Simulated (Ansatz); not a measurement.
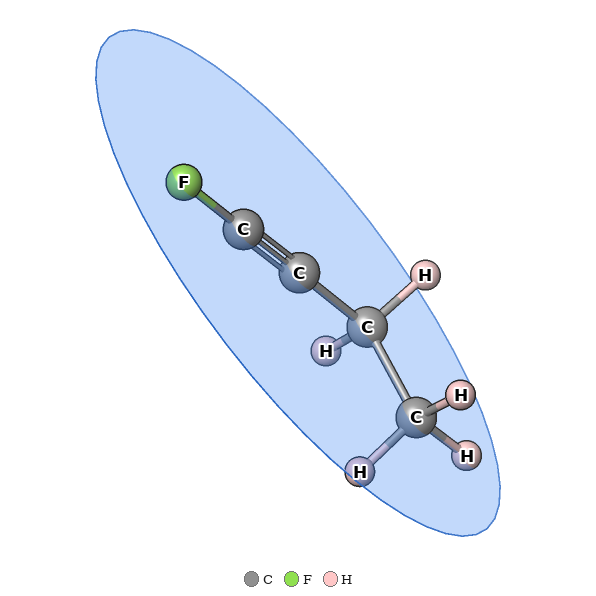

All proper rotation axes (lines) and mirror planes (discs) of the structure are drawn in. Distant atoms are faded towards the background colour. The geometry was computed by an optimisation with PBE-D4/def2-SVP. No frequency run is at hand to confirm it as a minimum.

**Name the symmetry elements and the point group.**

It has 1 mirror plane. Point group Cs. The group has 2 operations. The geometry is achiral, and symmetry allows a dipole moment.
